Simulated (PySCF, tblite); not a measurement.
# 2-ethyltetrahydrothiophene: a rotation path, then NMR shifts on frames

How do NMR shifts of 2-ethyltetrahydrothiophene (`CC[C@H]1CCCS1`) change as the atoms move?

Programs: tblite 0.8.0 and PySCF 2.14.0, with density-fitted response routines of our own. Each step states its level of theory. These are calculated values for one molecule in the gas phase, unless marked as measured. Atoms count from 0, in the outputs and in this text.

### Step 1. The molecule as given

19 atoms, charge 0, multiplicity 1; geometry from: GFN2-xTB.

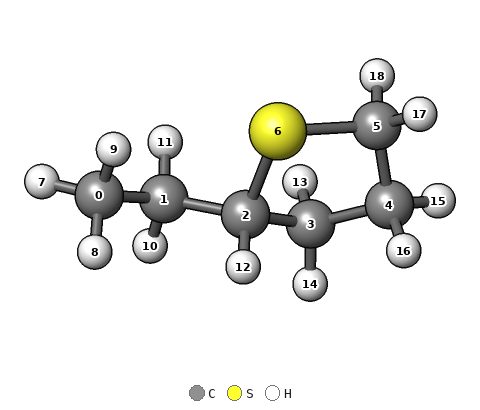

The starting geometry (carbon grey, sulfur yellow, hydrogen white), atoms numbered.

### Step 2. The rotation path with GFN2-xTB

The job: settings as JSON, then the geometry in Å.

```
{"job": {"kind": "neb", "xc": "GFN2-xTB", "basis": "xTB", "atoms": [0, 1, 2, 6], "turn": 120}, "charge": 0, "multiplicity": 1}
C      2.715873     0.486014    -0.121648
C      1.578410    -0.523934    -0.050722
C      0.248454     0.082817    -0.473616
C     -0.895162    -0.926224    -0.505804
C     -2.192873    -0.142884    -0.356200
C     -1.990373     0.759414     0.847921
S     -0.287098     1.401897     0.703417
H      3.645000     0.038443     0.222302
H      2.855346     0.834228    -1.142772
H      2.488397     1.345081     0.505803
H      1.795626    -1.372764    -0.705921
H      1.488369    -0.899016     0.971307
H      0.355603     0.573632    -1.445334
H     -0.788177    -1.619643     0.332065
H     -0.874216    -1.500345    -1.432783
H     -3.051092    -0.800152    -0.210737
H     -2.363701     0.462603    -1.248744
H     -2.672679     1.606125     0.873442
H     -2.065508     0.203958     1.783635
```

Method: GFN2-xTB climbing-image nudged elastic band, gas phase.

Command:

```sh
> OMP_NUM_THREADS=1 python probes_run.py task.json out
```

One launch serves the whole session: the jobs run in the order shown.

The log of the run:

```text
image   E - E0 / eV
  0      -0.0000
  1       0.0294
  2       0.0953
  3       0.1582
  4       0.1858
  5       0.1686
  6       0.1190
  7       0.0682
  8       0.0464
```

Run time: 3 s. Hardware: 1 thread of Arm Neoverse V1, shared host; peak memory 0.18 GiB.

The final band, with the dihedral C0–C1–C2–S6:

```tsv
image	dihedral (°)	energy (eV)	energy (kcal/mol)
0	-65	0.000	0.0
1	-50	0.029	0.7
2	-35	0.095	2.2
3	-19	0.158	3.6
4	-4	0.186	4.3
5	12	0.169	3.9
6	27	0.119	2.7
7	42	0.068	1.6
8	55	0.046	1.1
```

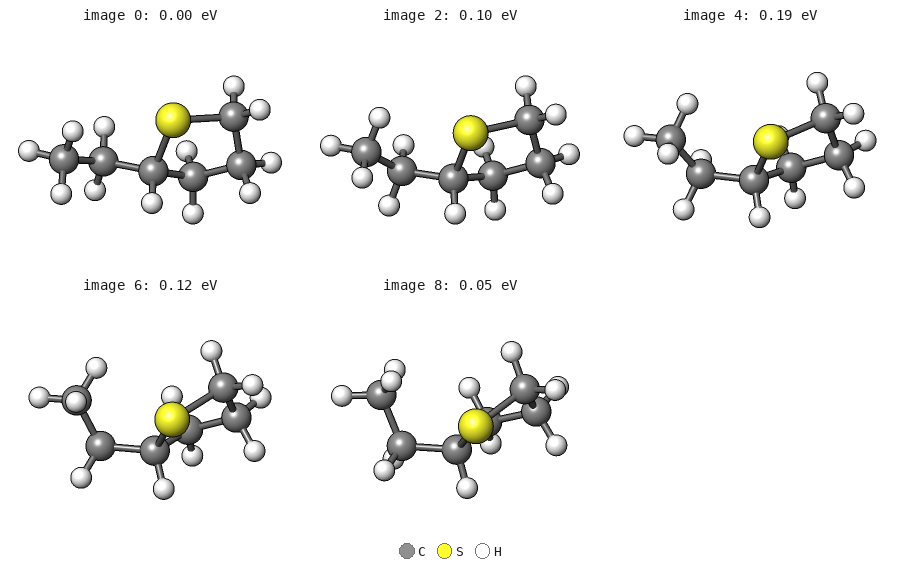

Images along the band.

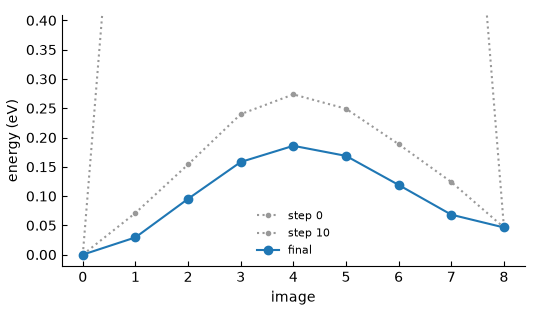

Energy along the band, early and final.

### Step 3. Shielding tensors: image 0, PBE0/pcSseg-1

The job: settings as JSON, then the geometry in Å.

```
{"job": {"kind": "nmr", "xc": "PBE0", "basis": "pcSseg-1", "pop": false}, "charge": 0, "multiplicity": 1}
C      2.715900     0.486000    -0.121600
C      1.578400    -0.523900    -0.050700
C      0.248500     0.082800    -0.473600
C     -0.895200    -0.926200    -0.505800
C     -2.192900    -0.142900    -0.356200
C     -1.990400     0.759400     0.847900
S     -0.287100     1.401900     0.703400
H      3.645000     0.038400     0.222300
H      2.855300     0.834200    -1.142800
H      2.488400     1.345100     0.505800
H      1.795600    -1.372800    -0.705900
H      1.488400    -0.899000     0.971300
H      0.355600     0.573600    -1.445300
H     -0.788200    -1.619600     0.332100
H     -0.874200    -1.500300    -1.432800
H     -3.051100    -0.800200    -0.210700
H     -2.363700     0.462600    -1.248700
H     -2.672700     1.606100     0.873400
H     -2.065500     0.204000     1.783600
```

Method: GIAO PBE0/pcSseg-1 NMR shielding, non-relativistic, gas phase.

The log of the run:

```text
coarse grid: 15584 points
cycle   1  E = -633.5006118739  dE =  7.005e-01  |g| = 3.684e-01  |ddm| = 3.806e+00
cycle   2  E = -633.5019460125  dE = -1.334e-03  |g| = 3.829e-01  |ddm| = 7.480e-01
cycle   3  E = -633.5400510094  dE = -3.810e-02  |g| = 3.497e-02  |ddm| = 3.581e-01
cycle   4  E = -633.5402715481  dE = -2.205e-04  |g| = 1.963e-02  |ddm| = 7.855e-02
cycle   5  E = -633.5403645138  dE = -9.297e-05  |g| = 5.869e-03  |ddm| = 3.018e-02
cycle   6  E = -633.5403724546  dE = -7.941e-06  |g| = 1.079e-03  |ddm| = 5.408e-03
final grid: 143464 points
cycle   7  E = -633.5868275682  dE = -4.540e-05  |g| = 1.010e-02  |ddm| = 3.445e-02
cycle   8  E = -633.5868117530  dE =  1.582e-05  |g| = 1.278e-02  |ddm| = 2.103e-02
cycle   9  E = -633.5868535022  dE = -4.175e-05  |g| = 9.441e-04  |ddm| = 1.312e-02
cycle  10  E = -633.5868537189  dE = -2.166e-07  |g| = 2.413e-04  |ddm| = 1.301e-03
cycle  11  E = -633.5868537321  dE = -1.327e-08  |g| = 5.004e-05  |ddm| = 2.030e-04
cycle  12  E = -633.5868537327  dE = -5.505e-10  |g| = 1.998e-05  |ddm| = 7.379e-05
converged SCF energy = -633.5868537327

GIAO shielding tensors (ppm)
atom      isotropic    diamagn.    paramagn.     s11        s22        s33       span
  0 C      168.899     246.189     -77.290    157.407    162.146    187.146     29.739
  1 C      150.844     246.798     -95.953    134.944    147.549    170.040     35.097
  2 C      128.591     251.326    -122.735     89.014    143.581    153.178     64.164
  3 C      145.208     247.373    -102.165    116.709    154.456    164.459     47.749
  4 C      151.843     249.057     -97.215    124.488    161.260    169.781     45.293
  5 C      149.610     251.870    -102.261    116.397    163.512    168.920     52.523
  6 S      480.620    1057.554    -576.934    286.071    409.810    745.980    459.910
  7 H       30.512      27.424       3.089     25.687     27.279     38.571     12.885
  8 H       30.837      29.256       1.581     26.673     28.550     37.287     10.614
  9 H       30.525      29.772       0.753     24.951     31.811     34.813      9.862
 10 H       29.835      31.059      -1.223     24.167     29.392     35.946     11.779
 11 H       30.459      31.468      -1.009     26.225     30.501     34.650      8.424
 12 H       28.469      33.657      -5.188     25.183     26.366     33.859      8.675
 13 H       30.483      31.900      -1.417     25.566     29.954     35.929     10.362
 14 H       29.619      31.015      -1.396     24.759     27.775     36.323     11.565
 15 H       29.666      29.104       0.562     24.390     26.765     37.842     13.452
 16 H       29.982      30.622      -0.640     25.657     27.318     36.970     11.313
 17 H       28.898      29.785      -0.887     23.344     26.250     37.099     13.755
 18 H       28.761      30.884      -2.123     22.955     26.590     36.738     13.782
```

Wall time 25 s (1 thread of Arm Neoverse V1, shared host); peak memory 0.85 GiB.

The references, computed at this level on geometries of the same kind, shield at (ppm): 1H TMS 31.72, 13C TMS 186.9, 33S CS2 504. Their shielding less the atom's gives the shift. The references are single molecules in the gas phase. Each atom is listed at this fixed geometry, with no averaging over motion; a spectrum would average atoms that exchange fast.

```tsv
atoms	environment	σ (ppm)	δ (ppm)
C2	sp3 CH bonded to S	128.6	58.3
C3	sp3 CH2 in a ring	145.2	41.7
C5	sp3 CH2 bonded to S	149.6	37.3
C1	sp3 CH2	150.8	36.1
C4	sp3 CH2 in a ring	151.8	35.1
C0	methyl carbon	168.9	18.0
H12	hydrogen on an sp3 CH bonded to S	28.47	3.25
H18	hydrogen on an sp3 CH2 bonded to S	28.76	2.96
H17	hydrogen on an sp3 CH2 bonded to S	28.90	2.82
H14	hydrogen on an sp3 CH2 in a ring	29.62	2.10
H15	hydrogen on an sp3 CH2 in a ring	29.67	2.05
H10	hydrogen on an sp3 CH2	29.84	1.88
H16	hydrogen on an sp3 CH2 in a ring	29.98	1.73
H11	hydrogen on an sp3 CH2	30.46	1.26
H13	hydrogen on an sp3 CH2 in a ring	30.48	1.23
H7	hydrogen on a methyl carbon	30.51	1.20
H9	hydrogen on a methyl carbon	30.53	1.19
H8	hydrogen on a methyl carbon	30.84	0.88
S6	sulfide sulfur	481	23
```

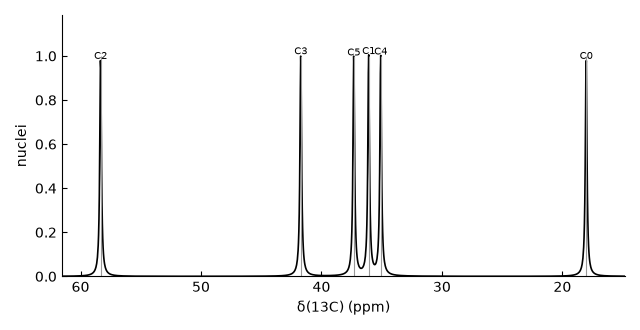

13C lines at the computed shifts, without couplings. Lines are broadened to a width of 0.16 ppm (Lorentzian).

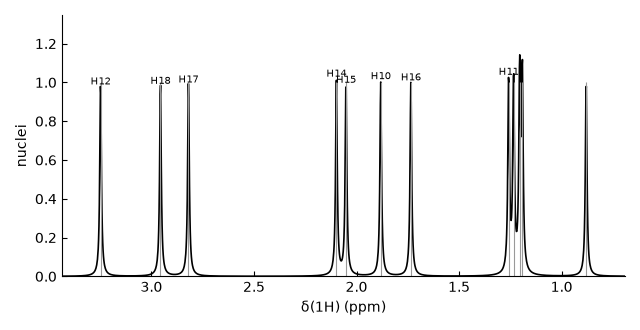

1H lines at the computed shifts, without couplings. Lines are broadened to a width of 0.01 ppm (Lorentzian).

Ring of atoms C2, C3, C4, C5, S6: NICS(0) -8.4, NICS(1) -4.6, NICS(1)zz -3.6 ppm (means of both faces).

### Step 4. Shielding tensors: image 2, PBE0/pcSseg-1

The job: settings as JSON, then the geometry in Å.

```
{"job": {"kind": "nmr", "xc": "PBE0", "basis": "pcSseg-1", "pop": false}, "charge": 0, "multiplicity": 1}
C      2.623500     0.506800     0.107700
C      1.604500    -0.557100    -0.279200
C      0.234200     0.016700    -0.645600
C     -0.908700    -0.974800    -0.436200
C     -2.195100    -0.173900    -0.268100
C     -1.882500     0.890400     0.768900
S     -0.215200     1.502500     0.360000
H      3.564000     0.043900     0.395600
H      2.804700     1.188700    -0.718800
H      2.251200     1.084800     0.950400
H      1.973200    -1.125600    -1.137800
H      1.491300    -1.254300     0.553600
H      0.249100     0.370700    -1.679700
H     -0.722600    -1.547300     0.476100
H     -0.971900    -1.673600    -1.271700
H     -3.026300    -0.802800     0.055200
H     -2.464900     0.300500    -1.213600
H     -2.569400     1.733800     0.750700
H     -1.848900     0.479900     1.778200
```

Method: GIAO PBE0/pcSseg-1 NMR shielding, non-relativistic, gas phase.

The log of the run:

```text
coarse grid: 15584 points
cycle   1  E = -633.4971775481  dE =  7.018e-01  |g| = 3.686e-01  |ddm| = 3.816e+00
cycle   2  E = -633.4982939613  dE = -1.116e-03  |g| = 3.843e-01  |ddm| = 7.502e-01
cycle   3  E = -633.5365989373  dE = -3.830e-02  |g| = 3.545e-02  |ddm| = 3.606e-01
cycle   4  E = -633.5368328671  dE = -2.339e-04  |g| = 1.876e-02  |ddm| = 7.863e-02
cycle   5  E = -633.5369164372  dE = -8.357e-05  |g| = 6.125e-03  |ddm| = 3.007e-02
cycle   6  E = -633.5369251664  dE = -8.729e-06  |g| = 1.101e-03  |ddm| = 5.872e-03
final grid: 143464 points
cycle   7  E = -633.5823907279  dE = -3.895e-05  |g| = 1.012e-02  |ddm| = 3.185e-02
cycle   8  E = -633.5823739881  dE =  1.674e-05  |g| = 1.294e-02  |ddm| = 2.113e-02
cycle   9  E = -633.5824166373  dE = -4.265e-05  |g| = 9.086e-04  |ddm| = 1.325e-02
cycle  10  E = -633.5824168414  dE = -2.042e-07  |g| = 2.120e-04  |ddm| = 1.206e-03
cycle  11  E = -633.5824168515  dE = -1.009e-08  |g| = 4.656e-05  |ddm| = 1.826e-04
cycle  12  E = -633.5824168520  dE = -4.745e-10  |g| = 1.901e-05  |ddm| = 7.398e-05
converged SCF energy = -633.5824168520

GIAO shielding tensors (ppm)
atom      isotropic    diamagn.    paramagn.     s11        s22        s33       span
  0 C      169.570     246.812     -77.243    151.881    169.317    187.511     35.629
  1 C      153.721     246.175     -92.454    134.162    153.564    173.437     39.275
  2 C      129.743     250.836    -121.092     83.925    149.846    155.459     71.534
  3 C      143.322     247.441    -104.119    115.571    149.812    164.583     49.012
  4 C      150.820     248.709     -97.890    121.893    160.846    169.720     47.827
  5 C      150.251     251.717    -101.466    118.255    163.136    169.361     51.106
  6 S      510.357    1057.530    -547.173    290.610    474.502    765.961    475.351
  7 H       30.679      27.513       3.166     25.705     27.483     38.850     13.145
  8 H       30.835      29.466       1.369     26.705     28.453     37.347     10.643
  9 H       29.742      29.910      -0.168     23.778     32.266     33.182      9.404
 10 H       29.765      30.441      -0.676     24.678     28.474     36.144     11.466
 11 H       30.694      31.412      -0.718     25.252     31.415     35.414     10.162
 12 H       28.056      32.960      -4.903     23.458     26.612     34.098     10.640
 13 H       30.536      31.820      -1.285     25.702     30.050     35.856     10.154
 14 H       29.418      30.721      -1.304     24.602     27.702     35.949     11.346
 15 H       29.603      29.001       0.602     24.269     26.757     37.783     13.514
 16 H       29.929      30.397      -0.469     25.493     27.341     36.952     11.459
 17 H       29.028      29.744      -0.716     23.575     26.358     37.151     13.576
 18 H       28.811      30.938      -2.127     22.886     26.762     36.784     13.898
```

It took 24 s on 1 thread of Arm Neoverse V1, shared host; peak memory 0.9 GiB.

Key values: δ C2 57.2, C3 43.6, C5 36.7, C4 36.1, H12 3.66, H18 2.91 ppm.

(Part 1 of 2 ends here.)
